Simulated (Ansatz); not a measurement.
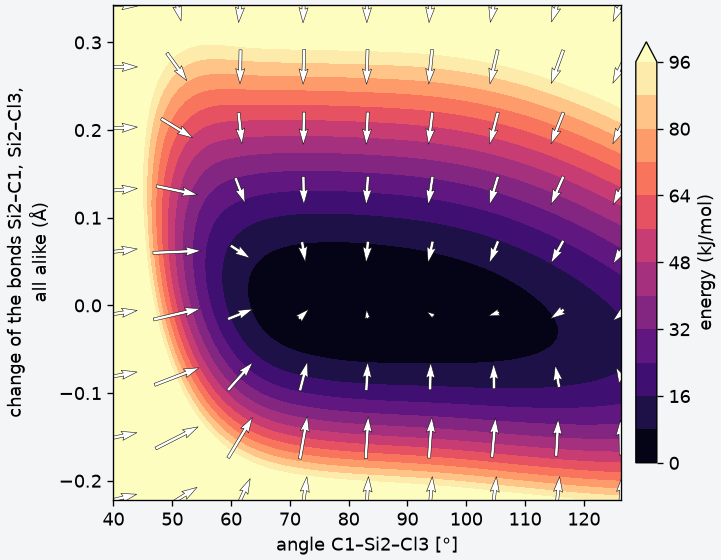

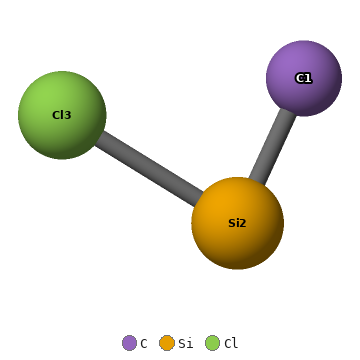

Energy landscape of CClSi, SMILES [C-]#[Si]Cl, charge −1. The first coordinate is: angle C1–Si2–Cl3; the second: change of the bonds Si2–C1, Si2–Cl3, all alike. Nothing is relaxed (all other coordinates rigid). The scan uses a 9 × 9 grid. Points are written as (first, second). All energies are given in kJ/mol relative to the relaxed molecule at the same level. The calculation used RKS wB97M-V/def2-SVPD in Ansatz.

Drawn: filled contours, arrows along the force (downhill), their lengths compressed, one colour for all values above the top of the scale. Between grid points the surface is interpolated. The second picture is the structure at the lowest point.

Question: Describe this landscape.

Answer: The lowest grid point is at (83.1°, −0.010 Å), 0.18 kJ/mol from the relaxed molecule at the same level. No other kind of well shows on this grid. The highest grid point, (40.0°, −0.222 Å), lies 737 kJ/mol above the lowest.

The values on the grid:

```tsv
second ↓, first →	40.0	50.8	61.6	72.3	83.1	93.9	104.7	115.5	126.2
0.343	176	121	122	124	125	126	131	141	156
0.272	171	90	84	85	86	88	94	104	119
0.202	177	66	52	52	53	55	61	71	85
0.131	197	50	27	24	25	27	32	42	54
0.061	237	46	12	6	6	8	12	20	31
−0.010	302	58	12	2	0	1	4	8	16
−0.081	400	93	30	16	13	12	12	13	17
−0.151	540	157	75	56	50	47	43	40	39
−0.222	738	263	157	131	123	117	108	99	93
```

The input of one point:

```yaml
crystal:
  periodic: [false, false, false]
  atoms:
    - { symbol: C, position_ang: [1.129076, 0.133871, 0.645292] }
    - { symbol: Si, position_ang: [-0.235812, 0.998813, -0.040736] }
    - { symbol: Cl, position_ang: [-0.916946, -1.079526, -0.612966] }
total_charge: -1
basis:
  gaussian: { orbitals: def2-SVPD }
hamiltonian:
  xc: { name: wB97M-V }
output:
  forces: true
```

Time for the 81 points that were run: 13 min on 1 thread of Intel(R) Xeon(R) Platinum 8259CL CPU @ 2.50GHz (Skylake/Cascade Lake), with other jobs on the host.
